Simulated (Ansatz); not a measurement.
## Electronic structure of ClFGaHOSi in real space

```xyz
6

Cl   -3.1597   -0.5127    0.8562
F    -1.3448   -0.5658   -1.2778
Ga   -2.0765   -2.3892   -0.4639
O    -0.5435    1.3325    0.5739
Si   -1.7039    0.8129   -0.2787
H    -2.6349    1.5600   -1.1516
```

Geometry: r2SCAN-D4/def2-SVP.

Theory: Ansatz 0.2.0, isolated molecule in a Gaussian basis; Kohn-Sham density functional theory, functional PBE0.

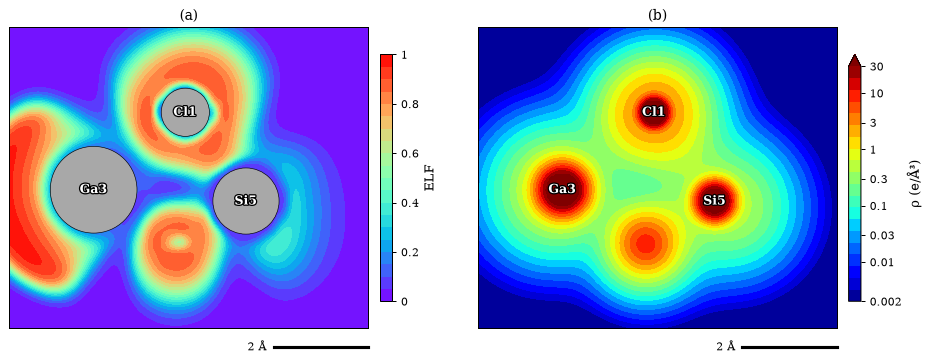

Figure 1. (a) ELF; (b) total electron density on the plane of atoms Ga3, Cl1 and Si5. Grey discs cover the atomic cores in the ELF map.

### Interpret the plot.

The section cuts through Cl, Ga and Si sites.
Si–Cl (2.27 Å): the density is about 0.6 e/Å³ at the midpoint, with its minimum of 0.44 e/Å³ about 0.8 Å from Si; the ELF peaks at about 0.85 between the atoms, as expected for a polar covalent bond.
Ga–Cl (2.54 Å): ρ at the midpoint is about 0.35 e/Å³, with its minimum of 0.31 e/Å³ about 1.1 Å from Ga; the ELF peaks at about 0.85 in the valence shell of Cl, 0.8 Å from its nucleus, and is about 0.45 at the midpoint.
The ELF also peaks beside F2 and Cl1, away from the bonds: lone-pair regions.

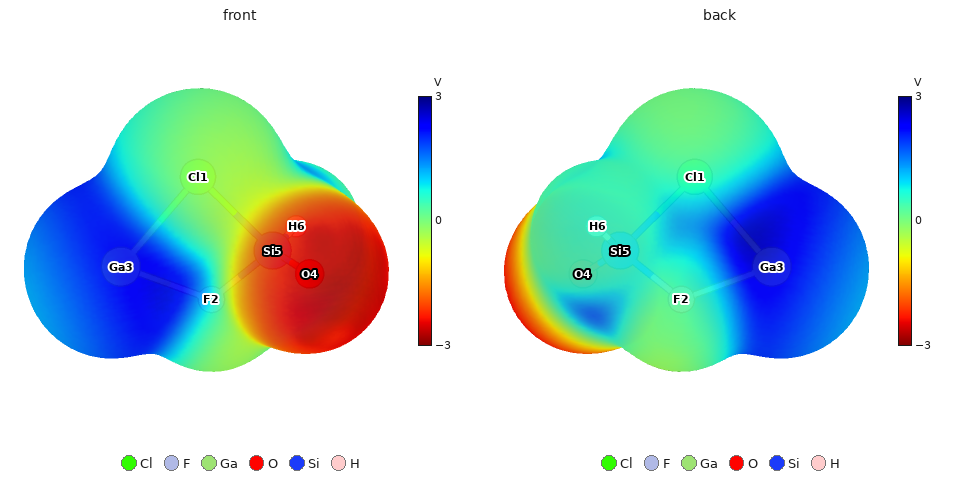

Figure 2. The molecular electrostatic potential painted on the density surface at 0.002 e/bohr³, seen from the front and from behind; the colour scale runs from red (negative) to blue (positive).

### Where is the surface potential most negative and most positive?

The most negative region (about −2.6 V) lies over O4, the most positive (about +2.6 V) over Ga3. O4 is the likeliest acceptor of a hydrogen bond.

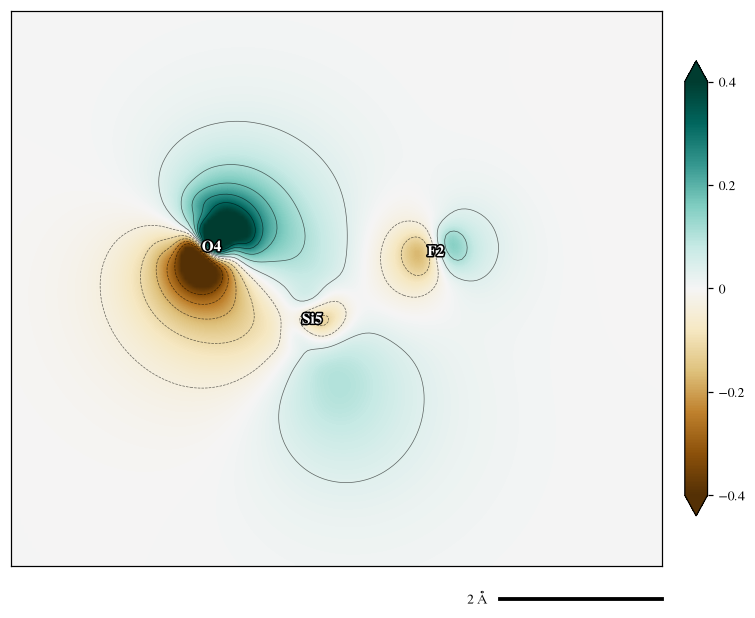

Figure 3. The HOMO on the plane of atoms F2, Si5 and O4 (values in Å⁻³ᐟ²; the overall sign is arbitrary).

### What is the character of this orbital?

It lies mainly on O4 (about 75 %) and Si5 (about 15 %); largely a lone pair of O4. Its energy is −7.73 eV.

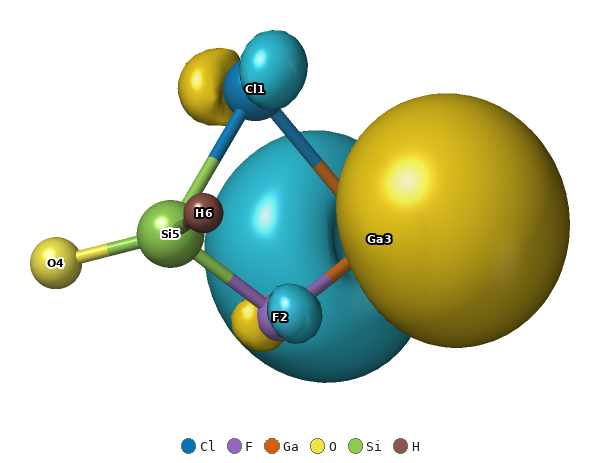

Figure 4. One frontier orbital at ±0.1 Å⁻³ᐟ² (yellow and cyan are the two phases), seen at an oblique angle.

### Which orbital is it: HOMO or LUMO?

The LUMO, at −2.43 eV. By Hirshfeld shares it lies mainly on Ga3 (about 90 %).
